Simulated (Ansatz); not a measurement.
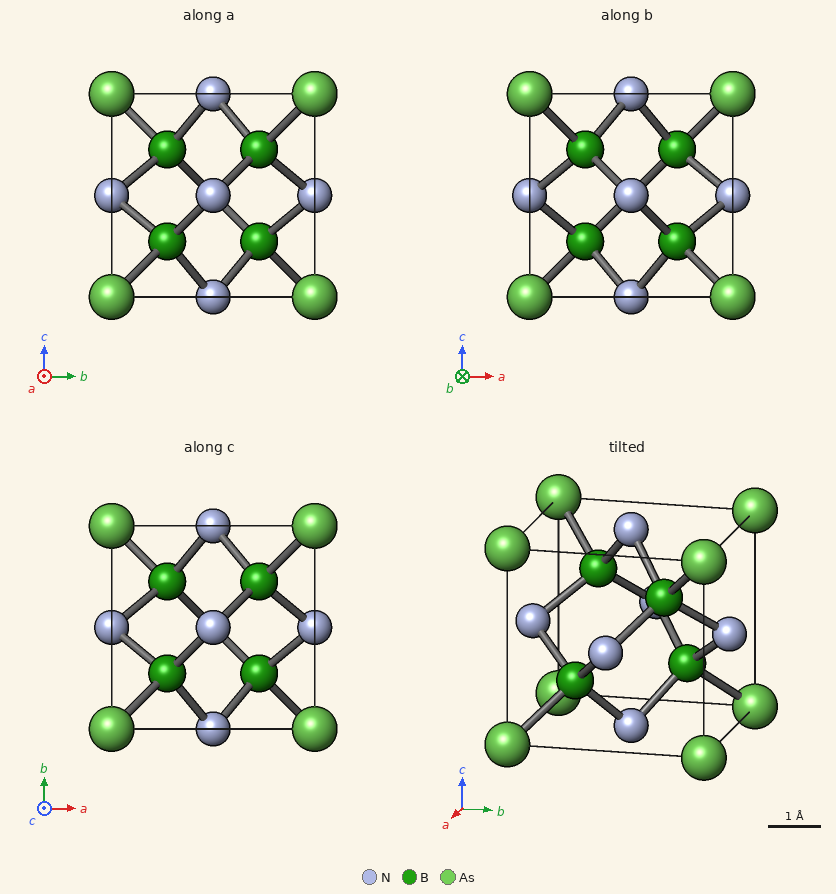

The structure above is drawn in ball-and-stick style and viewed along the a axis, along the b axis, along the c axis and slightly off an axis. The parallelepiped is the conventional unit cell.

Lattice parameters: a = 3.968 Å, b = 3.968 Å, c = 3.968 Å, α = 90.00°, β = 90.00°, γ = 90.00°.

**Set out the cell and atoms as a table of Wyckoff sites, with free fractional coordinates to two decimals.**

Space group P-43m (No. 215).
| atom | site | x | y | z |
| --- | --- | --- | --- | --- |
| N | 3c | 0.00 | 0.50 | 0.50 |
| B | 4e | 0.73 | 0.27 | 0.27 |
| As | 1a | 0.00 | 0.00 | 0.00 |

It goes back to a structure type filled with these elements by a generator (whether the compound takes this form wasn't checked). What is shown is the relaxed result from DFT, PBE, plane waves, PAW in Ansatz 0.2.0.
